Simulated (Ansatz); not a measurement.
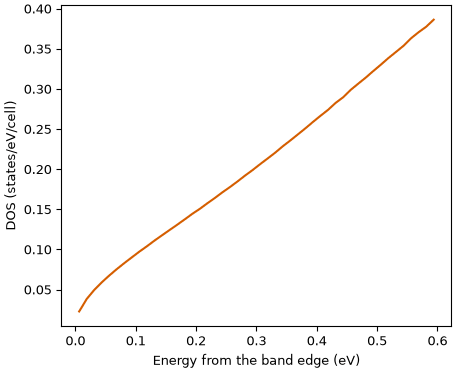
Figure: Density of states of BeTe (F-43m) above the conduction band minimum, PBEsol with spin-orbit coupling, rigid bands in Ansatz (a program for electronic structure); cell volume 44.0 Å³.

Question: What effective density of states at 300 K does this give (∫ g(E) exp(−E/k_BT) dE, both spins, divided by the cell's size)?

Answer: 2.4e19 cm⁻³, a density-of-states mass of 0.98 mₑ, valleys and band degeneracy included.

Geometry: cell and atoms relaxed with PBEsol.
